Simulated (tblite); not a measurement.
## Geometry relaxation, with input and output: C3H9GeS2 (part 1 of 3)

C3H9GeS2, multiplicity 2, computed with GFN2-xTB geometry optimisation, gas phase (tblite 0.8.0).

It belongs to a series of runs on one base structure; here: H removed from Ge.

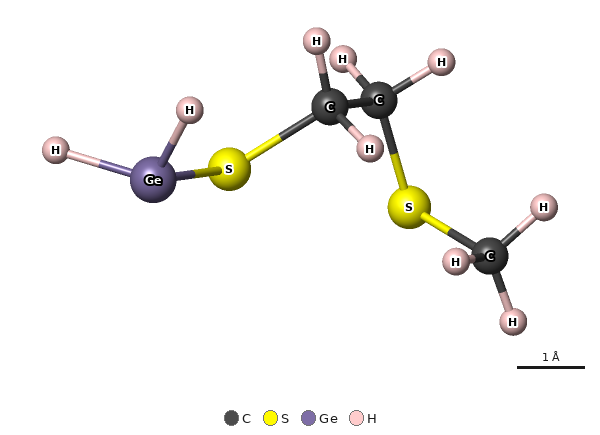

The starting structure (ball-and-stick view, seen at a tilt). Sticks mark near contacts. Bond lengths as drawn: C–C 1.50 Å, C–H 1.10 to 1.13 Å, C–S 1.81 to 1.82 Å, Ge–H 1.55 to 1.58 Å and Ge–S 2.23 Å.

## Summary

- outcome: converged
- total energy: −528.3756 eV
- hardware: 1 CPU thread, shared host
- wall time: 0.9 s
- peak memory: 0.18 GiB

## The input
```
{"job": {"kind": "relax", "xc": "GFN2-xTB", "basis": "xTB"}, "charge": 0, "multiplicity": 2}
C     -2.512500     0.700800    -0.385800
S     -1.544000    -0.373000    -1.483600
C     -0.547900    -1.453100    -0.415200
C      0.489300    -0.720900     0.380900
S      1.590500     0.083100    -0.816800
Ge     3.169600     1.176400     0.313300
H     -3.077700     0.034400     0.287900
H     -3.169200     1.394400    -0.953900
H     -1.772700     1.268000     0.240300
H     -0.116400    -2.297100    -0.976400
H     -1.235700    -1.939300     0.332600
H      1.030200    -1.374900     1.089400
H     -0.018500     0.112400     0.938200
H      4.527500     0.723300    -0.351700
H      3.183200     0.662200     1.778900
```

The first line tells a small driver script what to run in tblite; the rest is the geometry in Å.

Command:
```bash
OMP_NUM_THREADS=1 python <driver script> task.json out
```

## Output
```
step      E/eV     max force
  0    -527.57897    2.061
  1    -527.73149    0.938
  2    -527.80708    0.696
  3    -527.86670    0.666
  4    -527.91691    0.483
  5    -527.93555    0.298
  6    -527.94787    0.295
  7    -527.95961    0.325
  8    -527.97002    0.323
  9    -527.97604    0.206
 10    -527.97909    0.122
 11    -527.98195    0.156
 12    -527.98595    0.218
 13    -527.99057    0.262
 14    -527.99488    0.196
 15    -527.99843    0.144
 16    -528.00148    0.172
 17    -528.00455    0.166
 18    -528.00773    0.158
 19    -528.01090    0.171
 20    -528.01418    0.168
 21    -528.01733    0.170
 22    -528.02000    0.142
 23    -528.02220    0.103
 24    -528.02412    0.113
 25    -528.02586    0.139
 26    -528.02749    0.100
 27    -528.02903    0.092
 28    -528.03054    0.097
 29    -528.03193    0.117
 30    -528.03295    0.088
 31    -528.03352    0.050
 32    -528.03383    0.039
 33    -528.03411    0.043
 34    -528.03437    0.046
 35    -528.03460    0.033
 36    -528.03478    0.031
 37    -528.03497    0.038
 38    -528.03520    0.042
 39    -528.03543    0.038
 40    -528.03563    0.036
 41    -528.03581    0.034
 42    -528.03601    0.038
 43    -528.03626    0.046
 44    -528.03652    0.039
 45    -528.03671    0.038
 46    -528.03683    0.028
 47    -528.03691    0.032
 48    -528.03699    0.027
 49    -528.03707    0.027
 50    -528.03717    0.037
 51    -528.03732    0.042
 52    -528.03753    0.047
 53    -528.03778    0.042
 54    -528.03805    0.042
 55    -528.03835    0.050
 56    -528.03873    0.059
 57    -528.03916    0.063
 58    -528.03955    0.051
 59    -528.03985    0.041
 60    -528.04015    0.056
 61    -528.04054    0.068
 62    -528.04102    0.061
 63    -528.04151    0.060
 64    -528.04202    0.064
 65    -528.04266    0.074
 66    -528.04353    0.093
 67    -528.04448    0.092
 68    -528.04483    0.103
 69    -528.04592    0.093
 70    -528.04667    0.074
 71    -528.04823    0.085
 72    -528.05127    0.194
 73    -528.05706    0.273
 74    -528.06312    0.251
 75    -528.07137    0.370
 76    -528.08096    0.280
 77    -528.09302    0.265
 78    -528.09959    0.475
 79    -528.11297    0.613
 80    -528.14620    0.596
 81    -528.16392    0.733
 82    -528.19325    0.395
 83    -528.19568    0.512
 84    -528.17457    0.912
 85    -528.23789    0.212
 86    -528.24749    0.241
 87    -528.25680    0.221
 88    -528.26555    0.172
 89    -528.26897    0.180
 90    -528.27703    0.180
 91    -528.28662    0.205
 92    -528.29303    0.200
 93    -528.29714    0.161
 94    -528.30032    0.177
 95    -528.30387    0.172
 96    -528.30780    0.142
 97    -528.31152    0.126
 98    -528.31417    0.090
 99    -528.31619    0.074
100    -528.31742    0.074
101    -528.31852    0.078
102    -528.31984    0.072
103    -528.32146    0.068
104    -528.32301    0.074
105    -528.32427    0.083
106    -528.32537    0.081
107    -528.32669    0.078
108    -528.32858    0.082
109    -528.33086    0.103
110    -528.33277    0.101
111    -528.33422    0.095
112    -528.33603    0.099
113    -528.33922    0.123
114    -528.34379    0.161
115    -528.34822    0.127
116    -528.35070    0.101
117    -528.35206    0.091
118    -528.35324    0.093
119    -528.35464    0.090
120    -528.35619    0.058
121    -528.35681    0.055
122    -528.35736    0.056
123    -528.35800    0.054
124    -528.35864    0.054
125    -528.35921    0.051
126    -528.35978    0.057
127    -528.36044    0.062
128    -528.36127    0.074
129    -528.36234    0.081
130    -528.36373    0.083
131    -528.36529    0.083
132    -528.36681    0.076
133    -528.36834    0.091
134    -528.37002    0.100
135    -528.37175    0.088
136    -528.37307    0.060
137    -528.37385    0.051
138    -528.37426    0.044
139    -528.37457    0.034
140    -528.37487    0.026
141    -528.37506    0.025
142    -528.37516    0.019
143    -528.37521    0.016
144    -528.37525    0.014
145    -528.37529    0.011
146    -528.37532    0.013
147    -528.37535    0.013
148    -528.37538    0.014
149    -528.37541    0.016
150    -528.37545    0.014
151    -528.37550    0.017
152    -528.37554    0.016
153    -528.37558    0.014
154    -528.37560    0.009
```

## Trajectory as extended XYZ (Å, eV, eV/Å), 32 of the 155 frames kept, from step=0 to step=154
```
15
Properties=species:S:1:pos:R:3:forces:R:3 step=0 energy=-527.57897
C    -2.5125    0.7008   -0.3858    0.5140   0.1380   1.2250
S    -1.5440   -0.3730   -1.4836   -0.0010  -0.1480  -1.0690
C    -0.5479   -1.4531   -0.4152   -1.0320  -1.1370   1.3740
C     0.4893   -0.7209    0.3809   -0.1850   1.0210   0.7160
S     1.5905    0.0831   -0.8168    0.5630  -0.2450  -0.3300
Ge    3.1696    1.1764    0.3133    0.0420   0.9590  -0.2050
H    -3.0777    0.0344    0.2879   -0.0520   0.4660  -0.3370
H    -3.1692    1.3944   -0.9539    0.6840  -0.7800   0.3190
H    -1.7727    1.2680    0.2403   -0.8070  -0.1820  -0.5790
H    -0.1164   -2.2971   -0.9764   -0.1830   0.6920  -0.2920
H    -1.2357   -1.9393    0.3326    0.2190   0.3500  -0.5580
H     1.0302   -1.3749    1.0894   -0.1750   0.3060  -0.4120
H    -0.0185    0.1124    0.9382    0.4960  -0.7290  -0.1600
H     4.5275    0.7233   -0.3517   -0.1760  -0.2380   0.2000
H     3.1832    0.6622    1.7789    0.0910  -0.4740   0.1080
15
Properties=species:S:1:pos:R:3:forces:R:3 step=5 energy=-527.93555
C    -2.4638    0.6581   -0.3548   -0.0650   0.0520   0.0200
S    -1.5473   -0.4003   -1.5195   -0.0520  -0.0490   0.2570
C    -0.5946   -1.4619   -0.3645   -0.0960   0.1320  -0.1410
C     0.4749   -0.6863    0.3773    0.0140   0.0530   0.0280
S     1.6546    0.0359   -0.8352    0.1070  -0.0990   0.1540
Ge    3.1665    1.2977    0.3049   -0.0860  -0.0300   0.1480
H    -3.1012    0.0568    0.2833    0.0860  -0.1420   0.1110
H    -3.0981    1.3130   -0.9351   -0.0540   0.0160  -0.2930
H    -1.7995    1.2882    0.2271    0.1550  -0.1230   0.0590
H    -0.1394   -2.2163   -1.0051   -0.0420  -0.0070  -0.0060
H    -1.2847   -1.9426    0.3365    0.0440   0.1110  -0.1010
H     1.0258   -1.3404    1.0514    0.0720  -0.0560  -0.0220
H     0.0112    0.1026    0.9661    0.1120   0.1820  -0.0140
H     4.4968    0.6911   -0.3220   -0.1770  -0.0020   0.0810
H     3.1946    0.6011    1.7676   -0.0180  -0.0380  -0.2810
15
Properties=species:S:1:pos:R:3:forces:R:3 step=10 energy=-527.97909
C    -2.4713    0.6590   -0.3446    0.0350  -0.0770  -0.0790
S    -1.5668   -0.4051   -1.5048    0.0300   0.0150  -0.0660
C    -0.5989   -1.4410   -0.3652    0.0260   0.0520  -0.0360
C     0.4782   -0.6746    0.3815    0.0740  -0.0170  -0.0390
S     1.6939    0.0047   -0.8124    0.0340  -0.0320  -0.0500
Ge    3.1474    1.3195    0.3260   -0.0480  -0.0060  -0.0370
H    -3.0878    0.0423    0.3028   -0.0230   0.0460   0.0210
H    -3.0873    1.2914   -0.9753   -0.0510   0.0330   0.1060
H    -1.7808    1.2669    0.2326   -0.0240   0.0080  -0.0190
H    -0.1534   -2.1969   -1.0111    0.0360  -0.0070   0.0320
H    -1.2912   -1.9231    0.3260    0.0140   0.0290   0.0690
H     1.0306   -1.3429    1.0404   -0.0500  -0.0360   0.0900
H     0.0456    0.1370    0.9665    0.0750   0.0330  -0.0310
H     4.4470    0.6875   -0.2974   -0.0710   0.0550  -0.0040
H     3.1903    0.5720    1.7132   -0.0580  -0.0970   0.0450
15
Properties=species:S:1:pos:R:3:forces:R:3 step=15 energy=-527.99843
C    -2.4719    0.6463   -0.3562   -0.0350   0.0950   0.1020
S    -1.5615   -0.4020   -1.5227    0.0170   0.0120   0.0670
C    -0.5890   -1.4192   -0.3692    0.0220  -0.0660   0.0830
C     0.5056   -0.6729    0.3753   -0.0530   0.0190  -0.0070
S     1.7304   -0.0343   -0.8242    0.0150  -0.1120  -0.0340
Ge    3.1078    1.3220    0.3370   -0.0590  -0.0240   0.0940
H    -3.0834    0.0482    0.3153    0.0200  -0.0850  -0.0830
H    -3.1056    1.2940   -0.9538    0.0070  -0.0250   0.0000
H    -1.7792    1.2521    0.2207    0.0340   0.0400  -0.0290
H    -0.1459   -2.1914   -0.9981   -0.0060   0.0010   0.0070
H    -1.2767   -1.8868    0.3392   -0.0130   0.0380  -0.0130
H     1.0091   -1.3553    1.0665    0.0120   0.0840  -0.0960
H     0.1044    0.1677    0.9437    0.0080  -0.0100  -0.0430
H     4.3952    0.7130   -0.2923    0.0960   0.0570  -0.0670
H     3.1565    0.5153    1.6970   -0.0670  -0.0230   0.0190
15
Properties=species:S:1:pos:R:3:forces:R:3 step=20 energy=-528.01418
C    -2.4734    0.6538   -0.3461    0.0630  -0.0740  -0.0800
S    -1.5533   -0.3896   -1.5164    0.0410  -0.0180   0.0040
C    -0.5819   -1.4135   -0.3575   -0.1130   0.0790  -0.0960
C     0.5200   -0.6659    0.3613    0.0160  -0.0240  -0.0200
S     1.7704   -0.1014   -0.8440    0.0390   0.0100  -0.0010
Ge    3.0610    1.3050    0.3614    0.0370  -0.0870  -0.0900
H    -3.0734    0.0242    0.3040    0.0410   0.0230   0.0690
H    -3.1206    1.2917   -0.9372    0.0120   0.0060  -0.0330
H    -1.7686    1.2614    0.2114   -0.0650   0.0310   0.0970
H    -0.1434   -2.1914   -0.9829   -0.0760  -0.0150   0.0310
H    -1.2772   -1.8543    0.3569   -0.0150  -0.0440   0.0180
H     1.0055   -1.3419    1.0638    0.0930  -0.0120   0.0540
H     0.1471    0.1974    0.9105   -0.0510   0.0420  -0.0320
H     4.3805    0.7655   -0.3052   -0.0130   0.1050   0.0710
H     3.1028    0.4555    1.6981   -0.0080  -0.0230   0.0080
15
Properties=species:S:1:pos:R:3:forces:R:3 step=25 energy=-528.02586
C    -2.4644    0.6523   -0.3473   -0.0260   0.0300   0.0500
S    -1.5378   -0.3789   -1.5180   -0.0150   0.0650  -0.0260
C    -0.5912   -1.4033   -0.3553    0.0900  -0.0810   0.0690
C     0.5303   -0.6662    0.3495    0.0300   0.0040  -0.0090
S     1.8012   -0.1533   -0.8630   -0.0470  -0.0170  -0.0280
Ge    3.0325    1.2685    0.3628   -0.0480   0.0450   0.0070
H    -3.0497    0.0142    0.3095   -0.0050   0.0140   0.0020
H    -3.1225    1.2853   -0.9342    0.0190  -0.0380  -0.0070
H    -1.7841    1.2744    0.2286   -0.0030  -0.0070  -0.0130
H    -0.1688   -2.1989   -0.9660   -0.0190  -0.0570  -0.0470
H    -1.2817   -1.8384    0.3692   -0.0390   0.0420   0.0090
H     1.0218   -1.3260    1.0679   -0.0740   0.0190   0.0030
H     0.1644    0.2207    0.8702    0.0210  -0.0320  -0.0330
H     4.3812    0.8359   -0.2945    0.0590   0.0120   0.0650
H     3.0644    0.4102    1.6987    0.0560   0.0010  -0.0420
15
Properties=species:S:1:pos:R:3:forces:R:3 step=30 energy=-528.03295
C    -2.4616    0.6536   -0.3389    0.0070   0.0000   0.0070
S    -1.5232   -0.3625   -1.5141    0.0210  -0.0320   0.0330
C    -0.5879   -1.4116   -0.3522   -0.0660   0.0320  -0.0480
C     0.5407   -0.6726    0.3368   -0.0380  -0.0370  -0.0030
S     1.8099   -0.1849   -0.8836    0.0400  -0.0010   0.0070
Ge    3.0049    1.2610    0.3591    0.0350  -0.0060  -0.0180
H    -3.0405    0.0128    0.3199   -0.0310  -0.0170  -0.0190
H    -3.1206    1.2719   -0.9382   -0.0260   0.0130   0.0280
H    -1.7932    1.2837    0.2402    0.0260   0.0270  -0.0190
H    -0.1939   -2.2213   -0.9667   -0.0010   0.0100   0.0470
H    -1.2937   -1.8147    0.3773    0.0280   0.0080  -0.0120
H     1.0145   -1.3157    1.0793    0.0160  -0.0300  -0.0010
H     0.1784    0.2279    0.8353   -0.0100  -0.0100  -0.0230
H     4.3967    0.8845   -0.2571   -0.0220   0.0240   0.0350
H     3.0651    0.3847    1.6809    0.0190   0.0180  -0.0150
15
Properties=species:S:1:pos:R:3:forces:R:3 step=35 energy=-528.03460
C    -2.4611    0.6550   -0.3358   -0.0050  -0.0030  -0.0190
S    -1.5206   -0.3591   -1.5129   -0.0260   0.0070  -0.0140
C    -0.5920   -1.4101   -0.3540    0.0070  -0.0090   0.0030
C     0.5418   -0.6786    0.3319    0.0210   0.0120  -0.0080
S     1.8201   -0.1993   -0.8861    0.0190  -0.0160   0.0130
Ge    3.0007    1.2576    0.3575   -0.0160   0.0130  -0.0050
H    -3.0417    0.0099    0.3179    0.0150   0.0040   0.0100
H    -3.1257    1.2714   -0.9309   -0.0090   0.0160  -0.0010
H    -1.7919    1.2900    0.2382   -0.0050  -0.0120   0.0020
H    -0.2012   -2.2272   -0.9582   -0.0030  -0.0160  -0.0220
H    -1.2943   -1.8070    0.3799   -0.0260  -0.0030   0.0200
H     1.0127   -1.3194    1.0789   -0.0070  -0.0170  -0.0110
H     0.1819    0.2276    0.8197    0.0010   0.0080   0.0180
H     4.3988    0.9049   -0.2415    0.0210   0.0050  -0.0050
H     3.0679    0.3811    1.6734    0.0130   0.0120   0.0170
15
Properties=species:S:1:pos:R:3:forces:R:3 step=40 energy=-528.03563
C    -2.4642    0.6565   -0.3388   -0.0030   0.0040   0.0190
S    -1.5281   -0.3609   -1.5164    0.0000  -0.0050   0.0030
C    -0.5959   -1.4113   -0.3558   -0.0030   0.0060  -0.0040
C     0.5425   -0.6821    0.3284   -0.0140  -0.0180   0.0040
S     1.8326   -0.2114   -0.8807   -0.0110  -0.0120  -0.0060
Ge    3.0001    1.2628    0.3555    0.0240  -0.0100   0.0010
H    -3.0392    0.0112    0.3194   -0.0090   0.0010   0.0030
H    -3.1325    1.2778   -0.9258    0.0110  -0.0180  -0.0090
H    -1.7922    1.2885    0.2352    0.0090   0.0000  -0.0060
H    -0.2085   -2.2322   -0.9588   -0.0200   0.0160  -0.0040
H    -1.2989   -1.8037    0.3826    0.0150   0.0140  -0.0210
H     1.0087   -1.3304    1.0721   -0.0130   0.0050   0.0100
H     0.1837    0.2242    0.8194    0.0300  -0.0190  -0.0010
H     4.4075    0.9154   -0.2336   -0.0120   0.0170  -0.0110
H     3.0800    0.3923    1.6753   -0.0050   0.0190   0.0220
15
Properties=species:S:1:pos:R:3:forces:R:3 step=45 energy=-528.03671
C    -2.4670    0.6576   -0.3372    0.0120  -0.0090  -0.0030
S    -1.5363   -0.3603   -1.5191    0.0130   0.0130   0.0070
C    -0.6011   -1.4089   -0.3603   -0.0010   0.0040  -0.0020
C     0.5447   -0.6919    0.3233    0.0160   0.0020   0.0040
S     1.8473   -0.2350   -0.8780    0.0170   0.0050   0.0090
Ge    3.0001    1.2598    0.3534   -0.0360  -0.0110   0.0010
H    -3.0382    0.0121    0.3242   -0.0100   0.0070   0.0030
H    -3.1371    1.2776   -0.9231    0.0040  -0.0080   0.0020
H    -1.7895    1.2883    0.2312    0.0000   0.0100   0.0040
H    -0.2256   -2.2350   -0.9627    0.0060   0.0030  -0.0100
H    -1.3025   -1.7927    0.3822   -0.0180  -0.0110   0.0040
H     0.9991   -1.3427    1.0715    0.0040  -0.0270   0.0040
H     0.2005    0.2183    0.8151   -0.0120   0.0150  -0.0050
H     4.4141    0.9413   -0.2301    0.0040  -0.0100  -0.0110
H     3.0871    0.4083    1.6877    0.0020   0.0190  -0.0060
15
Properties=species:S:1:pos:R:3:forces:R:3 step=50 energy=-528.03717
C    -2.4664    0.6576   -0.3360   -0.0030   0.0090  -0.0010
S    -1.5357   -0.3584   -1.5185    0.0000   0.0210  -0.0040
C    -0.6027   -1.4087   -0.3617    0.0130  -0.0070   0.0050
C     0.5453   -0.6964    0.3249    0.0060  -0.0040  -0.0050
S     1.8533   -0.2410   -0.8732   -0.0200  -0.0300   0.0070
Ge    2.9974    1.2603    0.3515    0.0170   0.0170  -0.0090
H    -3.0408    0.0154    0.3263    0.0140  -0.0020  -0.0020
H    -3.1367    1.2759   -0.9231    0.0010   0.0070  -0.0030
H    -1.7884    1.2898    0.2303   -0.0090   0.0050   0.0090
H    -0.2286   -2.2327   -0.9678    0.0090  -0.0060   0.0030
H    -1.3062   -1.7934    0.3793    0.0020  -0.0080  -0.0050
H     0.9957   -1.3540    1.0706   -0.0050   0.0110  -0.0010
H     0.2026    0.2157    0.8160    0.0040  -0.0190   0.0010
H     4.4142    0.9424   -0.2334   -0.0240   0.0010   0.0020
H     3.0926    0.4241    1.6929   -0.0050   0.0040   0.0030
15
Properties=species:S:1:pos:R:3:forces:R:3 step=55 energy=-528.03835
C    -2.4646    0.6662   -0.3318    0.0110   0.0060   0.0050
S    -1.5211   -0.3373   -1.5154   -0.0030  -0.0170  -0.0040
C    -0.6037   -1.4124   -0.3659   -0.0210   0.0050  -0.0200
C     0.5492   -0.7159    0.3259   -0.0140  -0.0140   0.0080
S     1.8713   -0.2873   -0.8620    0.0420   0.0260   0.0040
Ge    2.9828    1.2628    0.3390   -0.0390  -0.0100  -0.0030
H    -3.0344    0.0208    0.3312    0.0080  -0.0200  -0.0220
H    -3.1384    1.2777   -0.9224    0.0050   0.0100   0.0130
H    -1.7944    1.3033    0.2381   -0.0010   0.0200   0.0040
H    -0.2341   -2.2351   -0.9768   -0.0150  -0.0020  -0.0040
H    -1.3146   -1.7948    0.3693    0.0090  -0.0070  -0.0100
H     0.9857   -1.3792    1.0737   -0.0020   0.0110   0.0390
H     0.2150    0.2030    0.8088    0.0110  -0.0120   0.0330
H     4.4007    0.9614   -0.2398    0.0220  -0.0080  -0.0060
H     3.0963    0.4635    1.7062   -0.0140   0.0110  -0.0350
15
Properties=species:S:1:pos:R:3:forces:R:3 step=60 energy=-528.04015
C    -2.4580    0.6810   -0.3256    0.0100  -0.0120  -0.0150
S    -1.5041   -0.3111   -1.5134    0.0060   0.0130   0.0080
C    -0.6070   -1.4165   -0.3771    0.0230   0.0000   0.0190
C     0.5524   -0.7490    0.3335    0.0240   0.0130   0.0100
S     1.9051   -0.3472   -0.8346   -0.0450  -0.0220   0.0260
Ge    2.9565    1.2725    0.3162    0.0370   0.0160  -0.0250
H    -3.0225    0.0233    0.3298    0.0080  -0.0030  -0.0070
H    -3.1373    1.2855   -0.9174    0.0020   0.0050   0.0130
H    -1.8018    1.3281    0.2501    0.0160  -0.0180  -0.0070
H    -0.2453   -2.2356   -0.9974   -0.0080   0.0060  -0.0230
H    -1.3249   -1.8042    0.3472   -0.0190   0.0020   0.0110
H     0.9662   -1.4176    1.0901   -0.0120  -0.0210  -0.0070
H     0.2359    0.1751    0.8184   -0.0140   0.0080   0.0050
H     4.3814    0.9768   -0.2543    0.0060   0.0210   0.0060
H     3.0990    0.5358    1.7126   -0.0350  -0.0080  -0.0150
15
Properties=species:S:1:pos:R:3:forces:R:3 step=65 energy=-528.04266
C    -2.4423    0.6980   -0.3197   -0.0140   0.0080   0.0240
S    -1.4670   -0.2694   -1.5073    0.0310   0.0080  -0.0240
C    -0.6072   -1.4210   -0.3842   -0.0480   0.0130  -0.0150
C     0.5592   -0.7918    0.3532   -0.0680  -0.0300   0.0000
S     1.9408   -0.4387   -0.7896    0.0430   0.0290  -0.0200
Ge    2.9263    1.2853    0.2705   -0.0440  -0.0140  -0.0100
H    -2.9971    0.0200    0.3222   -0.0010   0.0080   0.0310
H    -3.1332    1.2980   -0.9027    0.0140  -0.0100  -0.0220
H    -1.8031    1.3537    0.2659    0.0250  -0.0410   0.0080
H    -0.2666   -2.2304   -1.0309    0.0380   0.0270   0.0530
H    -1.3439   -1.8115    0.3213    0.0140   0.0230  -0.0070
H     0.9355   -1.4763    1.1158   -0.0140   0.0050  -0.0110
H     0.2597    0.1430    0.8308    0.0040  -0.0360   0.0100
H     4.3639    1.0170   -0.2703    0.0410  -0.0040  -0.0040
H     3.0707    0.6209    1.7032   -0.0210   0.0130  -0.0140
```
